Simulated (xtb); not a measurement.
**Geometry relaxation of C4H4OSi (charge +1) (part 2 of 4)**

The same run, continued: C4H4OSi, charge +1, multiplicity 2; GFN2-xTB (xtb 6.7.1). The starting geometry was optimised with GFN2-xTB.

Geometry of the input (Å):
```
C  2.0438  0.7018  -1.3386
C  1.0543  0.6210  -0.6647
C  -0.1023  0.4739  0.1217
Si -0.7922  -1.2725  0.4403
C  -0.7606  1.4521  0.6576
O  -1.4314  2.2428  1.1869
H  2.9072  0.7946  -1.9247
H  -2.1534  -1.3599  -0.0919
H  -0.8004  -1.5344  1.8807
H  0.1181  -2.1706  -0.2644
```

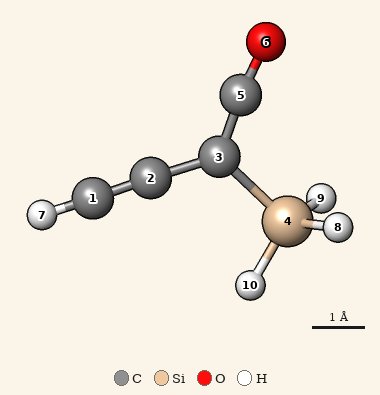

Figure 1. The structure as given in the input (ball-and-stick view, seen at a tilt; atoms are numbered from 1 in the order of the input).

**Output, continued**
```
 iter      E             dE          RMSdq      gap      omega  full diag
   1    -16.1241491 -0.161241E+02  0.350E-01    3.23       0.0  T
   2    -16.1241533 -0.415744E-05  0.210E-01    3.23       1.0  T
   3    -16.1240984  0.549090E-04  0.674E-02    3.23       1.0  T
   4    -16.1241536 -0.552373E-04  0.243E-02    3.23       1.3  T
   5    -16.1241578 -0.421244E-05  0.110E-02    3.23       2.9  T
   6    -16.1241580 -0.218977E-06  0.282E-03    3.23      11.2  T
   7    -16.1241581 -0.177883E-07  0.187E-03    3.23      16.9  T
   8    -16.1241581 -0.627121E-08  0.490E-04    3.23      64.5  T
   9    -16.1241581 -0.457590E-10  0.356E-04    3.23      88.9  T
     SCC iter.                  ...        0 min,  0.004 sec
     gradient                   ...        0 min,  0.003 sec
 * total energy  :   -15.8136338 Eh     change       -0.8982722E-03 Eh
   gradient norm :     0.0080103 Eh/α   predicted    -0.9175405E-03 (   2.15%)
   displ. norm   :     0.0928989 α      lambda       -0.1756658E-03
   maximum displ.:     0.0633808 α      in ANC's #4, #1, #3, ...

........................................................................
.............................. CYCLE    6 ..............................
........................................................................

 iter      E             dE          RMSdq      gap      omega  full diag
   1    -16.1228476 -0.161228E+02  0.349E-01    3.23       0.0  T
   2    -16.1228548 -0.713100E-05  0.206E-01    3.24       1.0  T
   3    -16.1228072  0.475324E-04  0.658E-02    3.22       1.0  T
   4    -16.1228536 -0.463951E-04  0.219E-02    3.24       1.4  T
   5    -16.1228595 -0.592169E-05  0.615E-03    3.24       5.1  T
   6    -16.1228597 -0.106196E-06  0.284E-03    3.24      11.1  T
   7    -16.1228597 -0.198461E-07  0.875E-04    3.24      36.1  T
   8    -16.1228597 -0.896613E-09  0.273E-04    3.24     116.0  T
     SCC iter.                  ...        0 min,  0.003 sec
     gradient                   ...        0 min,  0.003 sec
 * total energy  :   -15.8135290 Eh     change        0.1048041E-03 Eh
   gradient norm :     0.0060035 Eh/α   predicted    -0.8859274E-04 (-184.53%)
   displ. norm   :     0.0787191 α      lambda       -0.3528885E-03
   maximum displ.:     0.0599389 α      in ANC's #3, #4, #1, ...

........................................................................
.............................. CYCLE    7 ..............................
........................................................................

 iter      E             dE          RMSdq      gap      omega  full diag
   1    -16.1236341 -0.161236E+02  0.267E-01    3.24       0.0  T
   2    -16.1236368 -0.265426E-05  0.159E-01    3.24       1.0  T
   3    -16.1236298  0.701112E-05  0.262E-02    3.23       1.2  T
   4    -16.1236373 -0.753718E-05  0.967E-03    3.24       3.3  T
   5    -16.1236380 -0.675552E-06  0.474E-03    3.24       6.7  T
   6    -16.1236380 -0.658438E-07  0.231E-03    3.24      13.7  T
   7    -16.1236381 -0.342351E-07  0.501E-04    3.24      63.1  T
   8    -16.1236381 -0.359471E-09  0.218E-04    3.24     144.8  T
     SCC iter.                  ...        0 min,  0.003 sec
     gradient                   ...        0 min,  0.003 sec
 * total energy  :   -15.8136808 Eh     change       -0.1517635E-03 Eh
   gradient norm :     0.0032806 Eh/α   predicted    -0.1775376E-03 (  16.98%)
   displ. norm   :     0.1092595 α      lambda       -0.1908434E-03
   maximum displ.:     0.0759813 α      in ANC's #3, #4, #1, ...

........................................................................
.............................. CYCLE    8 ..............................
........................................................................

 iter      E             dE          RMSdq      gap      omega  full diag
   1    -16.1237537 -0.161238E+02  0.291E-01    3.24       0.0  T
   2    -16.1237554 -0.174433E-05  0.173E-01    3.24       1.0  T
   3    -16.1237545  0.916722E-06  0.151E-02    3.24       2.1  T
   4    -16.1237559 -0.140972E-05  0.706E-03    3.24       4.5  T
   5    -16.1237557  0.164062E-06  0.531E-03    3.24       6.0  T
   6    -16.1237560 -0.282854E-06  0.192E-03    3.24      16.5  T
   7    -16.1237560 -0.206551E-07  0.900E-04    3.24      35.1  T
   8    -16.1237560 -0.170064E-08  0.217E-04    3.24     145.5  T
     SCC iter.                  ...        0 min,  0.004 sec
     gradient                   ...        0 min,  0.003 sec
 * total energy  :   -15.8136173 Eh     change        0.6346999E-04 Eh
   gradient norm :     0.0041498 Eh/α   predicted    -0.9656057E-04 (-252.14%)
   displ. norm   :     0.0691103 α      lambda       -0.2257391E-03
   maximum displ.:     0.0442866 α      in ANC's #3, #4, #1, ...

........................................................................
.............................. CYCLE    9 ..............................
........................................................................

 iter      E             dE          RMSdq      gap      omega  full diag
   1    -16.1241413 -0.161241E+02  0.193E-01    3.25       0.0  T
   2    -16.1241422 -0.960862E-06  0.115E-01    3.25       1.0  T
   3    -16.1241409  0.132376E-05  0.129E-02    3.24       2.4  T
   4    -16.1241426 -0.165604E-05  0.457E-03    3.25       6.9  T
   5    -16.1241425  0.379687E-07  0.304E-03    3.25      10.4  T
   6    -16.1241426 -0.575178E-07  0.154E-03    3.25      20.6  T
   7    -16.1241426 -0.207135E-07  0.602E-04    3.25      52.5  T
   8    -16.1241426 -0.987232E-09  0.105E-04    3.25     301.3  T
     SCC iter.                  ...        0 min,  0.003 sec
     gradient                   ...        0 min,  0.003 sec
 * total energy  :   -15.8137401 Eh     change       -0.1227824E-03 Eh
   gradient norm :     0.0012380 Eh/α   predicted    -0.1134081E-03 (  -7.63%)
   displ. norm   :     0.0378606 α      lambda       -0.1804514E-04
   maximum displ.:     0.0236243 α      in ANC's #12, #7, #8, ...

........................................................................
.............................. CYCLE   10 ..............................
........................................................................

 iter      E             dE          RMSdq      gap      omega  full diag
   1    -16.1238456 -0.161238E+02  0.823E-02    3.25       0.0  T
   2    -16.1238484 -0.279937E-05  0.482E-02    3.26       1.0  T
   3    -16.1238433  0.506418E-05  0.292E-02    3.25       1.1  T
   4    -16.1238485 -0.516823E-05  0.111E-02    3.26       2.9  T
   5    -16.1238501 -0.159182E-05  0.353E-03    3.26       9.0  T
   6    -16.1238501 -0.371126E-07  0.207E-03    3.25      15.3  T
   7    -16.1238501 -0.525753E-08  0.679E-04    3.26      46.6  T
   8    -16.1238501 -0.697280E-09  0.161E-04    3.26     196.8  T
     SCC iter.                  ...        0 min,  0.003 sec
     gradient                   ...        0 min,  0.003 sec
 * total energy  :   -15.8137606 Eh     change       -0.2054252E-04 Eh
   gradient norm :     0.0017993 Eh/α   predicted    -0.9026695E-05 ( -56.06%)
   displ. norm   :     0.0760830 α      lambda       -0.2596743E-04
   maximum displ.:     0.0466082 α      in ANC's #12, #7, #8, ...

........................................................................
.............................. CYCLE   11 ..............................
........................................................................

 iter      E             dE          RMSdq      gap      omega  full diag
   1    -16.1241424 -0.161241E+02  0.161E-01    3.26       0.0  T
   2    -16.1241493 -0.691679E-05  0.951E-02    3.27       1.0  T
   3    -16.1241342  0.151173E-04  0.476E-02    3.25       1.0  T
   4    -16.1241509 -0.167198E-04  0.143E-02    3.27       2.2  T
   5    -16.1241531 -0.214506E-05  0.765E-03    3.27       4.1  T
   6    -16.1241532 -0.170413E-06  0.416E-03    3.27       7.6  T
   7    -16.1241533 -0.223917E-07  0.930E-04    3.27      34.0  T
   8    -16.1241533 -0.163763E-08  0.285E-04    3.27     111.0  T
     SCC iter.                  ...        0 min,  0.003 sec
     gradient                   ...        0 min,  0.003 sec
 * total energy  :   -15.8137814 Eh     change       -0.2075665E-04 Eh
   gradient norm :     0.0012602 Eh/α   predicted    -0.1301595E-04 ( -37.29%)
   displ. norm   :     0.0105392 α      lambda       -0.1771804E-05
   maximum displ.:     0.0068218 α      in ANC's #7, #8, #12, ...

........................................................................
.............................. CYCLE   12 ..............................
........................................................................

 iter      E             dE          RMSdq      gap      omega  full diag
   1    -16.1243111 -0.161243E+02  0.206E-02    3.27       0.0  T
   2    -16.1243111 -0.160166E-07  0.132E-02    3.27       2.4  T
   3    -16.1243109  0.139269E-06  0.333E-03    3.27       9.5  T
   4    -16.1243111 -0.116688E-06  0.231E-03    3.27      13.7  T
   5    -16.1243111 -0.301679E-07  0.124E-03    3.27      25.5  T
   6    -16.1243111 -0.515725E-08  0.233E-04    3.27     135.9  T
   7    -16.1243111 -0.313623E-09  0.110E-04    3.27     287.1  T
     SCC iter.                  ...        0 min,  0.003 sec
     gradient                   ...        0 min,  0.003 sec
 * total energy  :   -15.8137830 Eh     change       -0.1650811E-05 Eh
   gradient norm :     0.0006866 Eh/α   predicted    -0.8864248E-06 ( -46.30%)
   displ. norm   :     0.0055646 α      lambda       -0.7308533E-06
   maximum displ.:     0.0033514 α      in ANC's #7, #12, #10, ...

........................................................................
.............................. CYCLE   13 ..............................
........................................................................

 iter      E             dE          RMSdq      gap      omega  full diag
   1    -16.1243817 -0.161244E+02  0.105E-02    3.27       0.0  T
   2    -16.1243817 -0.110943E-07  0.631E-03    3.27       5.0  T
   3    -16.1243816  0.116471E-06  0.310E-03    3.27      10.2  T
   4    -16.1243817 -0.108906E-06  0.126E-03    3.27      25.0  T
   5    -16.1243817 -0.193018E-07  0.295E-04    3.27     107.1  T
   6    -16.1243817 -0.280949E-09  0.151E-04    3.27     209.6  T
     SCC iter.                  ...        0 min,  0.002 sec
     gradient                   ...        0 min,  0.003 sec
 * total energy  :   -15.8137837 Eh     change       -0.6707136E-06 Eh
   gradient norm :     0.0004168 Eh/α   predicted    -0.3655228E-06 ( -45.50%)
   displ. norm   :     0.0020856 α      lambda       -0.2817746E-06
   maximum displ.:     0.0015542 α      in ANC's #7, #22, #14, ...

........................................................................
.............................. CYCLE   14 ..............................
........................................................................

 iter      E             dE          RMSdq      gap      omega  full diag
   1    -16.1243278 -0.161243E+02  0.485E-03    3.27       0.0  T
   2    -16.1243278 -0.129805E-08  0.294E-03    3.27      10.7  T
   3    -16.1243278  0.263400E-07  0.148E-03    3.27      21.4  T
   4    -16.1243278 -0.262470E-07  0.573E-04    3.27      55.2  T
   5    -16.1243278 -0.243159E-08  0.274E-04    3.27     115.3  T
     SCC iter.                  ...        0 min,  0.003 sec
     gradient                   ...        0 min,  0.003 sec
 * total energy  :   -15.8137840 Eh     change       -0.2634325E-06 Eh
   gradient norm :     0.0001914 Eh/α   predicted    -0.1396524E-06 ( -46.99%)
   displ. norm   :     0.0018236 α      lambda       -0.1170335E-06
   maximum displ.:     0.0011178 α      in ANC's #8, #7, #20, ...

........................................................................
.............................. CYCLE   15 ..............................
........................................................................

 iter      E             dE          RMSdq      gap      omega  full diag
   1    -16.1243163 -0.161243E+02  0.477E-03    3.27       0.0  T
   2    -16.1243163 -0.425303E-08  0.287E-03    3.27      11.0  T
   3    -16.1243163  0.117585E-07  0.139E-03    3.27      22.7  T
   4    -16.1243163 -0.137128E-07  0.370E-04    3.27      85.4  T
   5    -16.1243163 -0.174499E-09  0.314E-04    3.27     100.7  T
     SCC iter.                  ...        0 min,  0.002 sec
     gradient                   ...        0 min,  0.003 sec
 * total energy  :   -15.8137841 Eh     change       -0.1094445E-06 Eh
   gradient norm :     0.0001617 Eh/α   predicted    -0.5932934E-07 ( -45.79%)
   displ. norm   :     0.0009313 α      lambda       -0.5617100E-07
   maximum displ.:     0.0004742 α      in ANC's #20, #5, #14, ...

........................................................................
.............................. CYCLE   16 ..............................
........................................................................

 iter      E             dE          RMSdq      gap      omega  full diag
   1    -16.1242746 -0.161243E+02  0.193E-03    3.26       0.0  T
   2    -16.1242746 -0.276457E-08  0.119E-03    3.26      26.5  T
   3    -16.1242746  0.643997E-09  0.551E-04    3.26      57.4  T
   4    -16.1242746 -0.138632E-08  0.127E-04    3.26     248.3  T
     SCC iter.                  ...        0 min,  0.002 sec
     gradient                   ...        0 min,  0.003 sec
 * total energy  :   -15.8137841 Eh     change       -0.5795872E-07 Eh
   gradient norm :     0.0001363 Eh/α   predicted    -0.2740902E-07 ( -52.71%)
   displ. norm   :     0.0017120 α      lambda       -0.5716192E-07
   maximum displ.:     0.0011989 α      in ANC's #5, #20, #14, ...

   *** GEOMETRY OPTIMIZATION CONVERGED AFTER 16 ITERATIONS ***

------------------------------------------------------------------------
 total energy gain   :        -0.0072431 Eh       -4.5451 kcal/mol
 total RMSD          :         0.1347854 a0        0.0713 Å
 total power (kW/mol):        -1.1885392 (step) -153.3460 (real)
------------------------------------------------------------------------

 ANCopt (total)                0 d,  0 h,  0 min,  0.124 sec
 optimizer setup                ...        0 min,  0.000 sec (  0.053%)
 model hessian                  ...        0 min,  0.000 sec (  0.388%)
 ANC generation                 ...        0 min,  0.000 sec (  0.148%)
 coordinate transformation      ...        0 min,  0.000 sec (  0.118%)
 single point calculation       ...        0 min,  0.118 sec ( 95.049%)
 optimization log               ...        0 min,  0.001 sec (  0.894%)
 hessian update                 ...        0 min,  0.000 sec (  0.121%)
 rational function              ...        0 min,  0.001 sec (  1.034%)

================
 final structure:
================
$coord
        3.87202275336631        1.28540125318733       -2.53969258543072      c
        1.97469266219529        1.16921451764631       -1.24406434337506      c
       -0.15178288003679        0.91599770288272        0.19740548459041      c
       -1.52384988723689       -2.55419242128256        0.83624558447549      si
       -1.48279657749848        2.74147417021072        1.27413133392223      c
       -2.82265847616201        4.06334702454835        2.31277913451523      o
        5.51633535327964        1.43833897758717       -3.65794320970513      h
       -4.07090211125361       -2.36737878211723       -0.22013171123692      h
       -1.44947231726951       -2.70188630144657        3.59501727411983      h
        0.29542882431103       -4.08690004344624       -0.54826675611436      h
$eht charge=1 unpaired=1
$end

 Bond Distances (Angstroems)
 ---------------------------
C1-C2=1.2173         C1-H7=1.0554         C2-C1=1.2173         C2-C3=1.3660         C3-C2=1.3660         C3-Si4=2.0034
C3-C5=1.3244         Si4-C3=2.0034        Si4-H8=1.4625        Si4-H9=1.4625        Si4-H10=1.4565       C5-C3=1.3244
C5-O6=1.1376         O6-C5=1.1376         H7-C1=1.0554         H8-Si4=1.4625        H9-Si4=1.4625        H10-Si4=1.4565
 C  H  Rav=1.0554 sigma=0.0000  Rmin=1.0554  Rmax=1.0554     1
 C  C  Rav=1.3026 sigma=0.0626  Rmin=1.2173  Rmax=1.3660     3
 O  C  Rav=1.1376 sigma=0.0000  Rmin=1.1376  Rmax=1.1376     1
 Si H  Rav=1.4605 sigma=0.0028  Rmin=1.4565  Rmax=1.4625     3
 Si C  Rav=2.0034 sigma=0.0000  Rmin=2.0034  Rmax=2.0034     1

 selected bond angles (degree)
```
